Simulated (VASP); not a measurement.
Here is the system:

```
CuZn
1.0
    2.93921     0.00000     0.00000
    0.00000     2.93921     0.00000
    0.00000     0.00000     2.93921
Zn Cu
1 1
Cartesian
  1.46960   1.46960   1.46960
  0.00000   0.00000   0.00000
```

Calculation: optB86b-vdW, VASP's PBE PAW potentials (set 64) (plane waves; VASP). Settings: 520 eV cut-off, 14×14×14 Γ-centred mesh, tetrahedra with Blöchl corrections, potentials Zn Cu.

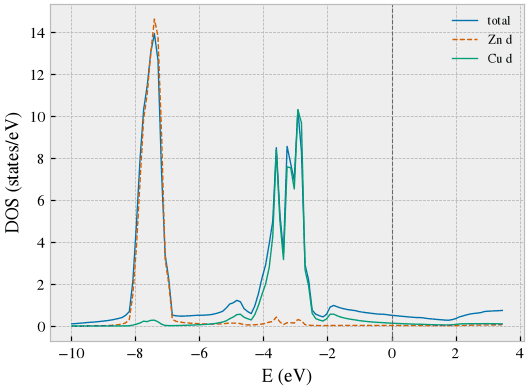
Fig. 1. Total and projected density of states, zero at the Fermi level

Within 2 eV below the Fermi level the largest weight inside VASP's projection spheres is Cu d, then Zn p.

It has no gap at this level: it comes out as a metal or semimetal.

The compound is CuZn in the CsCl type structure. It was relaxed first. The electron count is odd and the run is not spin-polarised, which forces a metal.
